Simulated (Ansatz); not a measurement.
# Be (Im-3m, 1 atom in the cell): from the cell to its phonons

The cell of Be (Im-3m, 1 atom in the cell) is at rest. What are its phonons?

Main program and level: Ansatz 0.2.0; DFT PBEsol, scalar-relativistic, plane waves, PAW; PAW set soft_1.

This is not the structure that Be takes at ambient pressure and room temperature (hexagonal, No. 194); it is a model or a phase of other conditions.

## (1) Starting point

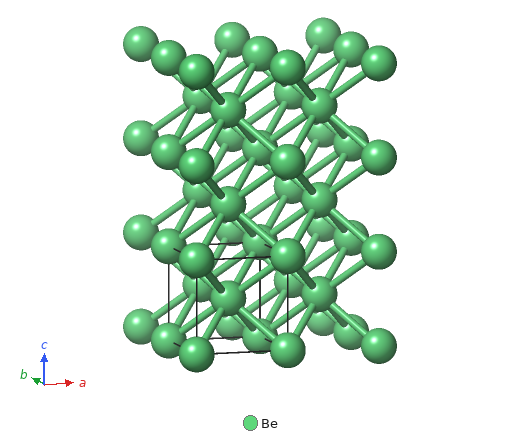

The cell as given, slightly off an axis (beryllium green). 2×2×3 cells are drawn. This picture shows the conventional cell, with its axes. Some periodic images of atoms are drawn too.

## (2) Response at finite wavevector

The cell comes from relaxations at this level that are not shown. Stability and thermal properties need the whole zone. Linear response on a 6×6×6 q mesh gives force constants as far as a supercell of that size would.

The input, input.yaml:

```yaml
crystal:
  lattice:
    - [-1.2461673065, 1.2461673065, 1.2461673065]
    - [1.2461673065, -1.2461673065, 1.2461673065]
    - [1.2461673065, 1.2461673065, -1.2461673065]
  atoms:
    - { symbol: Be, position: [0.0, 0.0, 0.0] }
kpoints:
  mp_grid: { grid: [24, 24, 24] }
hamiltonian:
  xc: pbesol
  pseudopotentials: { kind: paw, azcp: { folder: soft_1 }, xc_functional: pbe }
scf:
  occupations: { method: methfessel_paxton, width: 0.2 }
output:
  eigenvalues: true
phonons:
  method: dfpt
  qmesh: [6, 6, 6]
  temperatures: { t_max: 1000, t_step: 50 }
  qpath:
    path:
      - [[0.0, 0.0, 0.0], [0.5, -0.5, 0.5], [0.0, 0.0, 0.5], [0.0, 0.0, 0.0], [0.25, 0.25, 0.25], [0.5, -0.5, 0.5]]
      - [[0.25, 0.25, 0.25], [0.0, 0.0, 0.5]]
    npoints: 10
```

Started as:

```bash
> ansatz run input.yaml --threads 4 --pin off --max-ram 10240MiB --backend cpu --events-out ev --progress --plain --runs-dir out
```

Numbers of over 12 decimals in the logs are rounded to 6 here.

The log of the run:

```text
Engine: ansatz 0.2.0, aarch64-unknown-linux-gnu
Pseudopotentials: kind: paw
Pseudopotential: Be, paw, valence charge 2, recommended cutoff 420 eV (normal), soft_1/Be.paw.azcp
Functional definition: PBEsol
  exchange = pbesol_x
  correlation = pbesol_c
Crystal: 1 atoms, lattice volume = 7.741 Å³
Basis set: ecut = 420 eV, 141 PW (Γ), exchange–correlation on 30×30×30 points (8 copies of the dense FFT grid, shifted against one another)
Bands: 5, of which v1, the nominal top of the filled ones, is band 1 counted from 1 (0 counted from 0)
Symmetry: 48 space group operations
k-points: 413 of 13824
Non-local potential: Be, projectors of the file, l = 0: 2, l = 1: 2, l = 2: 1
PAW form: soft (Blöchl's): semilocal exchange-correlation on the pseudo side does not see the compensation charge
PAW frozen core: Be, regenerated for the run's functional, and the local potential with it (the file was generated under x = pbe(κ = 0.804, μ = 0.219515), c = pbe(β = 0.066725))
PAW one-centre angular grid: Be, 110 points (default); XC on 64 Gauss nodes
Initial density: superposition of atomic densities (chi_scale 0.1, normalization cell)
Initial wavefunctions: pseudopotential atomic-orbital guess
Functional: x = pbesol(κ = 0.804, μ = 0.123457), c = pbesol(β = 0.046)
iter 1 solved again at ethr=2.86e-5 eV; its pass at ethr=3.10e-3 eV (dr2=5.72e-4 eV) is discarded
SCF iter   1: F=—  HF=-90.257817 eV  |F-HF|=—  |Δ(HF+E_count)|=         —  Δρ=5.68e-3  dr2=5.73e-4  ethr=2.86e-5  ⟨swp⟩=1.0  Hψ=23808  notcnv=0
preconditioner: auto → none  [metal: Δε(μ)=0.047 eV  Ē_g=19.160 eV  σ=0.200 eV  W_gap=0.20  n_scr=0 (ndim 8)  ℏωp=18.9 eV  f_vac=0.000  D(μ)=0.17/eV (n_scr^D=0)]
SCF iter   2: F=—  HF=-90.252475 eV  |F-HF|=—  |Δ(HF+E_count)|=   5.34e-3  S|Δr|=    0.00e0  Δρ=2.88e-3  dr2=1.60e-4  ethr=2.86e-5  ⟨swp⟩=1.0  Hψ=2065  notcnv=0
SCF iter   3: F=—  HF=-90.251653 eV  |F-HF|=—  |Δ(HF+E_count)|=   8.22e-4  S|Δr|=    0.00e0  Δρ=1.26e-4  dr2=8.21e-7  ethr=7.98e-6  ⟨swp⟩=1.2  Hψ=2146  notcnv=0
SCF iter   4: F=—  HF=-90.251653 eV  |F-HF|=—  |Δ(HF+E_count)|=   4.09e-7  S|Δr|=    0.00e0  Δρ=4.41e-5  dr2=9.49e-8  ethr=4.11e-8  ⟨swp⟩=1.0  Hψ=2082  notcnv=0
SCF iter   5: F=—  HF=-90.251653 eV  |F-HF|=—  |Δ(HF+E_count)|=   4.97e-8  S|Δr|=    0.00e0  Δρ=7.94e-7  dr2=1.50e-11  ethr=4.75e-9  ⟨swp⟩=1.1  Hψ=2095  notcnv=0
SCF iter   6: F=-90.251653 eV  HF=-90.251653 eV  |F-HF|=1.42e-14  |Δ(HF+E_count)|=  9.04e-12  S|Δr|=    0.00e0  Δρ=4.57e-8  dr2=8.56e-14  ethr=1.00e-12  ⟨swp⟩=3.9  Hψ=4265  notcnv=0
SCF 1 converged in 6 iterations: F = -90.251653 eV  dr2 = 8.56e-14
  greatest PAW one-centre occupation: 0.349 electrons in one spin orbital (limit 2), on the Be atom at site 0 (counted from 0), in its partial waves of l = 0
NSCF: frozen V_eff on 413 k-points
NSCF: frozen V_eff on 1063 k-points
DFPT response loops at q = (0, 0, 0) (fractional): preconditioner auto → Kerker (q_TF=auto, 2.177 Å⁻¹) (partly filled bands, converged f_vac=0.000); β = 1.00, the filter's whole step (`scf.mixing.beta` (0.50) is not read by the response loops under this deck's `scf.mixing.preconditioner`; to damp them name `kerker` or `kerker_dos`, under which they read `scf.mixing.beta`, and type it under 1.00, their step now; both keys bind the ground state too); Broyden in place of MSR1
NSCF: frozen V_eff on 14400 k-points
DFPT response loops at q = (0, 0, 0.166667) (fractional): mixed as the last ones told, above
NSCF: frozen V_eff on 14400 k-points
DFPT response loops at q = (0, 0, 0.333333) (fractional): mixed as the last ones told, above
NSCF: frozen V_eff on 7228 k-points
DFPT response loops at q = (0, 0, -0.5) (fractional): mixed as the last ones told, above
NSCF: frozen V_eff on 27648 k-points
DFPT response loops at q = (0, 0.166667, 0.166667) (fractional): mixed as the last ones told, above
NSCF: frozen V_eff on 27648 k-points
DFPT response loops at q = (0, 0.166667, 0.333333) (fractional): mixed as the last ones told, above
NSCF: frozen V_eff on 14400 k-points
DFPT response loops at q = (0, 0.333333, 0.333333) (fractional): mixed as the last ones told, above
NSCF: frozen V_eff on 14400 k-points
DFPT response loops at q = (0.166667, 0.166667, 0.166667) (fractional): mixed as the last ones told, above
NSCF: frozen V_eff on 13872 k-points
DFPT response loops at q = (0.166667, 0.166667, 0.333333) (fractional): mixed as the last ones told, above
NSCF: frozen V_eff on 7512 k-points
DFPT response loops at q = (0.166667, 0.166667, -0.166667) (fractional): mixed as the last ones told, above
NSCF: frozen V_eff on 14400 k-points
DFPT response loops at q = (0.166667, 0.333333, -0.333333) (fractional): mixed as the last ones told, above
NSCF: frozen V_eff on 14400 k-points
DFPT response loops at q = (0.166667, -0.5, -0.5) (fractional): mixed as the last ones told, above
NSCF: frozen V_eff on 27648 k-points
DFPT response loops at q = (0.166667, -0.5, -0.333333) (fractional): mixed as the last ones told, above
NSCF: frozen V_eff on 7512 k-points
DFPT response loops at q = (0.333333, 0.333333, -0.333333) (fractional): mixed as the last ones told, above
NSCF: frozen V_eff on 14400 k-points
DFPT response loops at q = (0.333333, -0.5, -0.5) (fractional): mixed as the last ones told, above
NSCF: frozen V_eff on 2126 k-points
DFPT response loops at q = (-0.5, -0.5, -0.5) (fractional): mixed as the last ones told, above
SCF converged after 6 iterations
Stability not checked: this state was not tested for a lower state beside it, because cold or Methfessel-Paxton smearing, or corrected tetrahedra, fill the levels in a way that the test cannot read (fill_not_monotonic; see scf.lower_state_search)
Free energy (F): -90.251653 eV
Harris-Foulkes:  -90.251653 eV  (|F-HF|=1.42e-14)
Internal energy: -90.251589 eV  (E = F + TS)
E sigma→0 (E₀):  -90.251637 eV
Entropy (-TS):   -0.000064 eV (-0.064 meV/atom)
Fermi energy:    9.268141 eV
--- Per-component energies (eV) ---
  E_band       = 6.443188
  E_kinetic    = 21.747987
  E_local      = 3.408374  (includes V_loc(G=0)·N_el)
  E_nonlocal   = 3.650919
  E_hartree    = 0.018749
  E_xc         = -20.407490
  E_vxc        = -20.928260  (∫ρ·V_xc dr)
  E_paw        = -56.627785  (= ΣΔE_a)
  E_vpaw       = -1.473330  (= ΣTr[D̂ρ^β])
  E_aug_tail   = -0.000001  (compensation charges beyond the density's cutoff)
  E_ewald      = -42.051875
  E_core_change = 0.009531  (= ΣΔE_core)
  E_smearing   = -0.000064  (= −TS)
  E_closure    = -0.000000  (closes the sum)
  Σ components = -90.251653   (vs F -90.251653, Δ=0.00e0)
--- Band table (eV; the first three rows and the last of 413) ---
  k-point 0: bands = ["-3.1536", "28.7764", "28.7764", "28.7764", "40.1352"]
  k-point 1: bands = ["-3.0926", "28.4713", "28.5179", "28.7029", "39.2794"]
  k-point 2: bands = ["-2.9094", "27.5327", "27.8417", "28.4858", "37.4889"]
  k-point 412: bands = ["13.1639", "13.1639", "13.1639", "19.0374", "19.0374"]
--- Phonons (Γ-DFPT): 1 representative perturbation + reference (Σ response iterations 3) ---
  ASR residual: 9.285e-6 → 0.000e0 eV/Å²; symmetrization residual: 9.252e-17 eV/Å²
  ASR residual per site (eV/Å²): 9.28e-6
  Γ frequencies (cm⁻¹): 0.00 0.00 0.00
--- Phonons (arbitrary-q DFPT): 16 irreducible q on the 6×6×6 mesh ---
  q = [0.0000, 0.0000, 0.0000] (star 1, of the zone-centre solve; hermiticity 1.45e-12, symmetrization 9.96e-12): -0.00 -0.00 -0.00
  q = [0.0000, 0.0000, 0.1667] (star 12, 2 solved perturbations in 10956 linear systems a pass and spin channel, the states on 7200 of 13824 k-point pairs; hermiticity 1.19e-15, symmetrization 5.57e-15): 84.80 317.94 362.99
  q = [0.0000, 0.0000, 0.3333] (star 12, 2 solved perturbations in 10956 linear systems a pass and spin channel, the states on 7200 of 13824 k-point pairs; hermiticity 1.98e-16, symmetrization 9.48e-16): 57.19 531.79 583.92
  q = [0.0000, 0.0000, -0.5000] (star 6, 2 solved perturbations in 5577 linear systems a pass and spin channel, the states on 3614 of 13824 k-point pairs; hermiticity 2.39e-12, symmetrization 2.29e-12): -53.81 605.34 669.57
  q = [0.0000, 0.1667, 0.1667] (star 24, 2 solved perturbations in 21024 linear systems a pass and spin channel, the states on 13824 of 13824 k-point pairs; hermiticity 1.66e-9, symmetrization 2.37e-15): 210.47 339.81 592.35
  q = [0.0000, 0.1667, 0.3333] (star 48, 3 solved perturbations on 13824 of 13824 k-point pairs: no pair is spared here; hermiticity 2.83e-9, symmetrization 7.54e-18): 267.20 536.68 658.17
  q = [0.0000, 0.3333, 0.3333] (star 8, 1 solved perturbation on 7200 of 13824 k-point pairs; hermiticity 1.96e-15, symmetrization 1.96e-15): 422.91 566.78 566.78
  q = [0.1667, 0.1667, 0.1667] (star 8, 1 solved perturbation on 7200 of 13824 k-point pairs; hermiticity 1.54e-15, symmetrization 2.57e-15): 276.59 276.59 687.02
  q = [0.1667, 0.1667, 0.3333] (star 12, 2 solved perturbations in 10692 linear systems a pass and spin channel, the states on 6936 of 13824 k-point pairs; hermiticity 8.33e-16, symmetrization 1.23e-15): 271.51 511.11 551.60
  q = [0.1667, 0.1667, -0.1667] (star 6, 2 solved perturbations in 5784 linear systems a pass and spin channel, the states on 3756 of 13824 k-point pairs; hermiticity 1.42e-15, symmetrization 4.09e-15): 352.72 379.88 379.88
  q = [0.1667, 0.3333, -0.3333] (star 24, 3 solved perturbations on 7200 of 13824 k-point pairs; hermiticity 2.62e-9, symmetrization 5.15e-16): 398.68 544.00 588.76
  q = [0.1667, -0.5000, -0.5000] (star 12, 2 solved perturbations in 10956 linear systems a pass and spin channel, the states on 7200 of 13824 k-point pairs; hermiticity 2.93e-11, symmetrization 1.67e-11): 398.08 620.23 680.39
  q = [0.1667, -0.5000, -0.3333] (star 24, 2 solved perturbations in 21024 linear systems a pass and spin channel, the states on 13824 of 13824 k-point pairs; hermiticity 8.89e-10, symmetrization 3.89e-16): 495.62 584.88 654.45
  q = [0.3333, 0.3333, -0.3333] (star 6, 2 solved perturbations in 5784 linear systems a pass and spin channel, the states on 3756 of 13824 k-point pairs; hermiticity 3.60e-16, symmetrization 2.22e-15): 593.83 593.83 601.60
  q = [0.3333, -0.5000, -0.5000] (star 12, 2 solved perturbations in 10956 linear systems a pass and spin channel, the states on 7200 of 13824 k-point pairs; hermiticity 9.98e-11, symmetrization 5.26e-11): 596.96 642.65 644.28
  q = [-0.5000, -0.5000, -0.5000] (star 1, 1 solved perturbation on 1063 of 13824 k-point pairs; hermiticity 5.69e-12, symmetrization 2.85e-12): 665.29 665.29 665.29
  sum rule: each row above includes the acoustic sum rule's correction from the zone centre's row sums; it moved no ω² by more than (0.53 cm⁻¹)²
  mesh force constants: q→R imaginary residual 0.00e0; ASR residual 9.285e-6 → 0.000e0 eV/Å²; symmetrization residual 5.329e-15 eV/Å²
  interpolated dispersion: 62 rows × 3 modes
  density of states and harmonic sums: on the 36×36×36 q-mesh, interpolated from the force constants of a 6×6×6 supercell (no non-analytic term)
  largest difference from the sums on the solved wave vectors: F 5.17e-3 eV, S 8.58e-6 and C_V 3.46e-6 eV/K
  zero-point energy: 0.088536 eV/cell   skipped modes (ω ≤ 0): 8, of them read as no rigid motion or as one in doubt: 5 (1.929e-3 modes/cell left out, lowest -53.81 cm⁻¹)   left out of the sums: 6.64e-4 of the cell's modes: C_V's classical limit lies that fraction below 3 k_B per atom; for a crystal, a wire or a layer, F and S can be off by more, and a phonons.interpolated_qmesh denser along its periods is the remedy for the sampling
```

Wall time 2.5 min (4 threads of Arm Neoverse V1, shared host); peak memory 1.6 GiB; 8.6 min of CPU time.

Numbers from this step:

| Property | Result |
| --- | --- |
| volume per atom | 7.741 Å³ |
| gap on the k-mesh | 0 eV |
| sum-rule residual before enforcement | 9.28e-6 eV/Å² |
| lowest frequency on the path | -53.81 cm⁻¹ |
| highest frequency on the path or at a solved wavevector | 687.0 cm⁻¹ |
| lowest mode on the q mesh (acoustic modes at Γ apart) | -53.81 cm⁻¹ |

Frequencies (cm⁻¹) solved at each irreducible wavevector; negative means imaginary. Frequencies by wavevector, by row:

```csv
q in reciprocal lattice units,star,mode 1,mode 2,mode 3
0 0 0,1,0,0,0
0 0 0.1667,12,84.8,317.9,363
0 0 0.3333,12,57.2,531.8,583.9
0 0 -0.5,6,-53.8,605.3,669.6
0 0.1667 0.1667,24,210.5,339.8,592.4
0 0.1667 0.3333,48,267.2,536.7,658.2
0 0.3333 0.3333,8,422.9,566.8,566.8
0.1667 0.1667 0.1667,8,276.6,276.6,687
0.1667 0.1667 0.3333,12,271.5,511.1,551.6
0.1667 0.1667 -0.1667,6,352.7,379.9,379.9
0.1667 0.3333 -0.3333,24,398.7,544,588.8
0.1667 -0.5 -0.5,12,398.1,620.2,680.4
0.1667 -0.5 -0.3333,24,495.6,584.9,654.5
0.3333 0.3333 -0.3333,6,593.8,593.8,601.6
0.3333 -0.5 -0.5,12,597,642.6,644.3
-0.5 -0.5 -0.5,1,665.3,665.3,665.3
```

Interpolated from a 6×6×6 q mesh. The phonon branches at the labelled points (cm⁻¹):

```csv
point,branch 1,branch 2,branch 3
Γ,0,0,0
H,665,665,665
N,-54,605,670
Γ,0,0,0
P,425,425,425
H,665,665,665
jump to P,425,425,425
N,-54,605,670
```

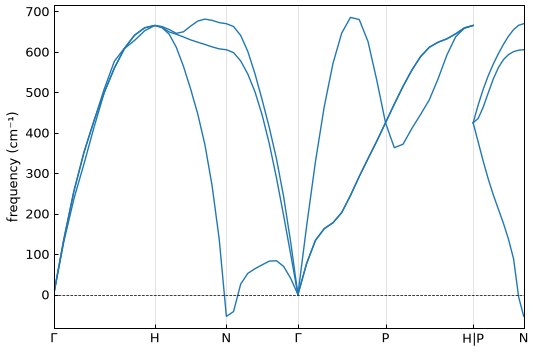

Phonon branches along the path.

The phonon density of states has structure finer than the step of the table below, so its rows give means over 50 cm⁻¹, whole bins alone (the curve runs from -55 to 685 cm⁻¹). Peaks (cm⁻¹: height): 655.0: 0.0203.

Tetrahedra on a 36×36×36 mesh, mean over bins of 10 cm-1. Interpolated from a 6×6×6 q mesh. The phonon density of states by wavenumber; means over each step:

```csv
wavenumber (cm⁻¹),phonon density of states (1/cm⁻¹/cell)
0,4.6e-5
50,3.0e-4
100,0.00163
150,0.00228
200,0.00249
250,0.00285
300,0.00319
350,0.00351
400,0.00385
450,0.00451
500,0.00524
550,0.00672
600,0.00971
650,0.0131
```

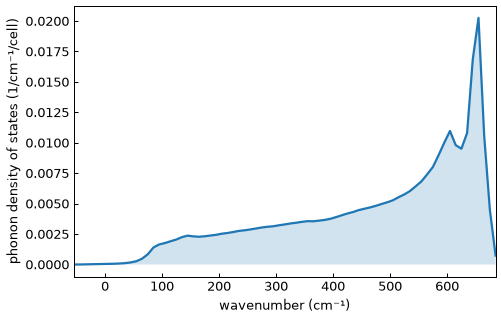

Phonon density of states, plotted against wavenumber.

Second derivatives of the energy by pair, one row for each kind of neighbour of each atom listed. Each entry sums the pair over the periodic images of the supercell that the q mesh stands for, and in a polar crystal it holds the long-range dipole part too. Force constants by pair, by row:

```csv
atom,neighbour,distance (Å),third of the trace (eV/Å²),along the pair's line (eV/Å²)
Be1,itself,0,8.435,–
Be1,Be,2.158,-0.9038,-2.689
Be1,Be,2.492,-3.00e-4,0.545
Be1,Be,3.525,-0.1382,-0.5323
Be1,Be,4.133,0.0205,0.0731
Be1,Be,4.317,0.0492,0.2351
Be1,Be,4.985,-6.00e-4,-0.0629
Be1,Be,5.432,-0.0077,-0.0232
Be1,Be,5.573,0.0107,0.0327
```

Symmetry leaves 16 wavevectors to solve. The lowest mode among them, the acoustic zeros apart, lies at q = (0, 0, -0.5) and is imaginary, 53.8i cm⁻¹, so the energy falls along it.

## (3) Summary of results

```
space group (within 0.01 Å)                             : Im-3m
volume per atom                                         : 7.74 Å³
electronic character                                    : no gap on this mesh
lowest mode on the q mesh (acoustic modes at Γ apart)   : -53.8 cm⁻¹
highest frequency on the path or at a solved wavevector : 687 cm⁻¹
imaginary modes on the 6×6×6 q mesh                     : yes
```

**Reading.** Modes are clearly imaginary (beyond 10i cm⁻¹) at 1 of the 16 irreducible wavevectors, most at q = (0, 0, -0.5) (53.8i cm⁻¹), so this structure is not a minimum of the energy. With no gap, or one that is small against the smearing, the frequencies hang on the k mesh and the smearing, most of all near Kohn anomalies. The PAW files were made for PBE and serve the other functionals too. A phonon run warned that its eigensolver left some bands unconverged in a pass. These are harmonic frequencies at zero temperature: anharmonic shifts, linewidths and thermal expansion are left out.

[Logs are printed without paths, hosts, clocks, repeated set-up lines and the standing remarks that a program may print on its own settings, such as how far it seeks lower states.]

[Hosts, paths, dates, database ids (printed as entryN), source tags and the programs' standing remarks are cut or masked in the printed files.]
